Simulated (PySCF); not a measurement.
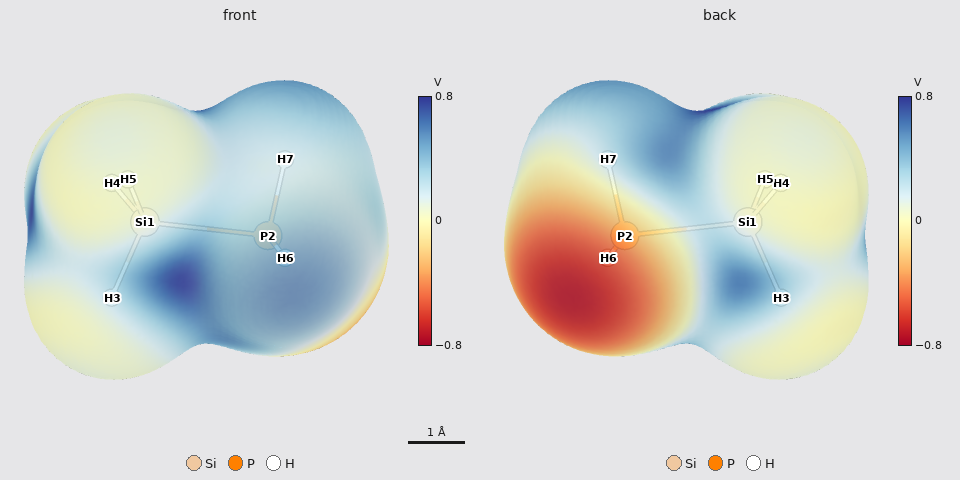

The picture shows: H5PSi. The molecular electrostatic potential painted on the density surface at 0.001 e/bohr³, seen from the front and from behind; the colour scale runs from red (negative) to blue (positive).

Geometry: PBE0-D3(BJ)/ma-def2-SVP.

All numbers below come from DFT single point, gas phase, functional wB97X in PySCF 2.14.0, density-fitted response routines.

| atom | x (Å) | y (Å) | z (Å) |
| --- | --- | --- | --- |
| Si | -0.8187 | 0.1085 | -0.0632 |
| P | 1.3762 | -0.0188 | -0.6157 |
| H | -1.5637 | -0.8659 | -0.9148 |
| H | -1.2894 | 1.4903 | -0.3772 |
| H | -1.0957 | -0.1879 | 1.3750 |
| H | 1.5844 | -1.2704 | 0.0410 |
| H | 1.8174 | 0.7534 | 0.5024 |

Where is the surface potential most negative and most positive?

Answer. The most negative region (about −0.7 V) lies over P2, the most positive (about +0.7 V) over Si1.
